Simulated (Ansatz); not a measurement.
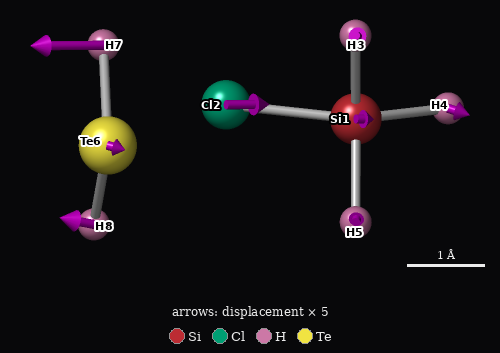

This is a relaxation of SiH5TeCl. The starting structure is drawn; purple arrows show the displacements, 5 times their true length. The two geometries are superimposed by the best rigid fit.

The picture is a ball-and-stick view, seen at a tilt.

These are results of RKS PBE0-D4/def2-TZVP (Ansatz), not measurements. Set-up: force threshold 0.005 eV/Å; at most 200 steps.

**Which element moves most?**

Hydrogen: up to 0.22 Å, against 0.13 Å for chlorine.

**What did the optimiser do to the structure, and how much energy did it gain?**

Over 11 geometry steps the energy falls by 0.035 eV. The largest force component goes from 0.45 to 0.002 eV/Å. The largest move after the best rigid fit is that of H7, 0.22 Å. Largest moves by element: H 0.22 Å, Cl 0.13 Å, Si 0.06 Å, Te 0.05 Å. Near-neighbour distances that change, for instance: Si1–Cl2 2.088 → 2.058 Å, Te6–H8 1.681 → 1.655 Å, Te6–H7 1.679 → 1.655 Å, Si1–H3 1.499 → 1.479 Å.

Limits of the set-up: the start holds two separate molecules, 3.2 Å apart at their closest, whose relative position is a soft coordinate.
